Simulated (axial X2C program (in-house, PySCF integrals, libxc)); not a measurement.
# Relativistic diatomic calculation, with input and output: Sn₂

Sn₂, single determinant with Ω = 1. The distance is the PBE0 minimum at charge 0. Computed at this level: expectation values, HF and Kohn-Sham, two-component X2C with atomic mean-field Coulomb and Gaunt terms, Sn dyall-cv3z (cores contracted) (axial X2C program (in-house, PySCF integrals, libxc)).

Summary:

```
   quantity                                                                  value
    outcome                        converged; the levels of theory disagree widely
   hardware  1 thread of Arm Neoverse V1, 112 GiB of memory available, shared host
  wall time                                                                  8.9 s
peak memory                                                               0.57 GiB
```

Input file:
```
{"zs": [50, 50], "q": 0, "bas": ["dyall-cv3z", "dyall-cv3z"], "r0": 2.8, "levels": ["PBE0", "HF", "TPSSh", "PBE", "r2SCAN"], "nst": 3}
```

The line is the task of a batch: nuclear charges, charge, bases, the levels to run, a first guess of the distance and further settings. This report covers the levels named above. The log is that of the reference distance.

The run was one of a batch that the task file lists, launched with:
```bash
python <driver script> task.json out
```

Log:
```
two-component X2C + atomic mean field  PBE0
basis functions 258  fitting functions 1300  grid points 5802
iter        total energy     max residual
   1     -12346.758712697     1.56e+00
   2     -12347.320492536     8.39e-03
   3     -12347.320385114     9.97e-03
   4     -12347.322169963     4.34e-04
   5     -12347.322178414     1.67e-04
   6     -12347.322179186     9.19e-05
   7     -12347.322179341     1.10e-05
   8     -12347.322179354     6.87e-06
   9     -12347.322179360     3.31e-06
  10     -12347.322179361     2.07e-06
converged
one-electron -17927.02906011  Coulomb 5440.32785313  exact exchange -81.92505922  xc functional -250.63756555  nuclear repulsion 478.98009678  atomic mean-field constant -7.03844438
```

Expectation values by level of theory:

```
                                             quantity       PBE0          HF       TPSSh        PBE      r2SCAN
effective field for an electron dipole moment (GV/cm)  8.28×10⁻⁵  −1.97×10⁻⁶  −3.16×10⁻⁷  8.08×10⁻⁷  −4.20×10⁻⁷
           field gradient at the first nucleus (a.u.)      −6.32       −4.92       −6.26      −6.20       −6.46
          field gradient at the second nucleus (a.u.)      −6.32       −4.92       −6.26      −6.20       −6.46
                           A∥/gI, first nucleus (MHz)       −532       −1060        −485       −488        −597
                          A∥/gI, second nucleus (MHz)       −532       −1060        −485       −488        −597
```

Each column comes from one determinant with 2 or more unpaired spinors, which can mix states, in a basis with contracted cores. The levels disagree widely: A∥/gI at the first nucleus runs from −1060 to −485 MHz and A∥/gI at the second nucleus runs from −1060 to −485 MHz. They may not all have settled in the same state, and these values aren't reliable properties of the molecule.

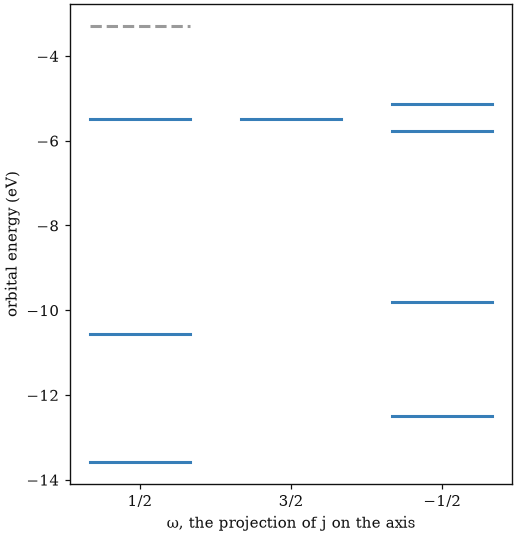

*Orbital energies (PBE0) near the frontier at 2.76 Å, filled (solid) and empty (dashed).*

The highest filled spinor (−1/2; 45 % Sn p, 45 % Sn p) lies at −5.14 eV, the lowest empty one (1/2; 48 % Sn p, 48 % Sn p) at −3.29 eV.
